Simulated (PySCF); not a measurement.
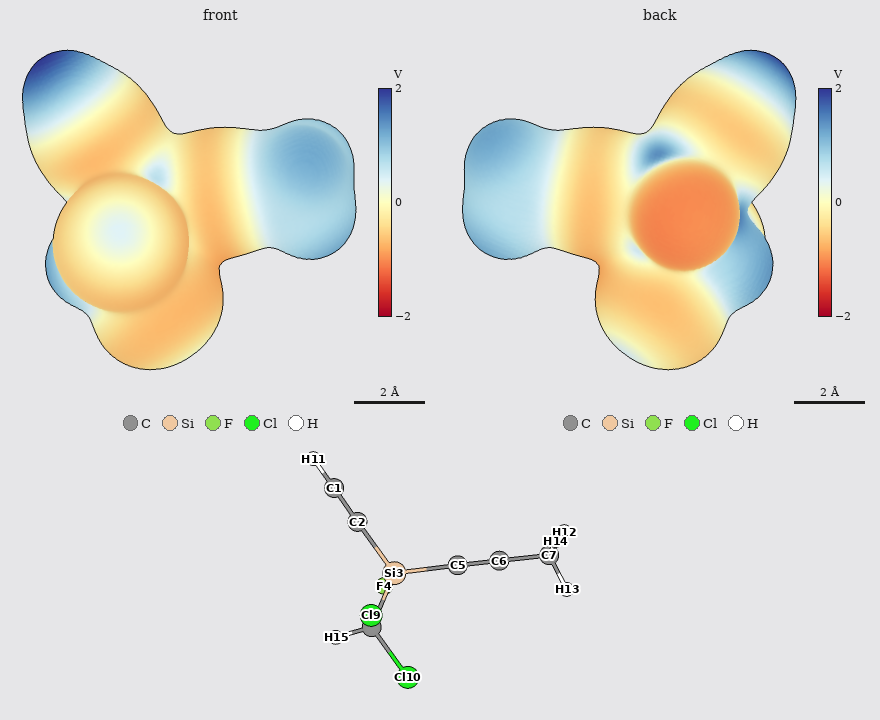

Figure. C6H5Cl2FSi. The molecular electrostatic potential painted on the density surface at 0.002 e/bohr³, seen from the front and from behind; the colour scale runs from red (negative) to blue (positive). The bare structure is drawn below in the same view.

Geometry: GFN2-xTB.

Computed with PySCF, PBE0/pcSseg-1, SCF density, gas phase, non-relativistic.

```xyz
15

C    -1.6565    3.1474   -0.3867
C    -1.4049    1.9857   -0.5633
Si   -0.9839    0.2112   -0.8286
F    -1.3342   -0.1612   -2.3597
C     0.7480   -0.2374   -0.4430
C     1.8809   -0.5456   -0.1675
C     3.2364   -0.9181    0.1431
C    -2.1957   -0.8604    0.2194
Cl   -2.1375   -0.3812    1.9331
Cl   -1.7871   -2.5875    0.0772
H    -1.8867    4.1628   -0.2362
H     3.9094   -0.5342   -0.6229
H     3.3210   -2.0037    0.1801
H     3.5231   -0.5057    1.1099
H    -3.2367   -0.7642   -0.0882
```

### Which sites attract a positive test charge, and which a negative one?

A positive charge is drawn to the negative regions and a negative charge to the positive ones. The most negative region (about −1.0 V, or −23 kcal/mol for a unit charge) lies over F4, the most positive (about +1.9 V, or +44 kcal/mol for a unit charge) over H11. Cl9 shows a σ-hole: about +0.4 V, or +9 kcal/mol for a unit charge at the tip opposite its bond, against about −0.6 V, or −14 kcal/mol for a unit charge on its flanks. Cl10 shows a σ-hole: about +0.4 V, or +9 kcal/mol for a unit charge at the tip opposite its bond, against about −0.6 V, or −14 kcal/mol for a unit charge on its flanks.
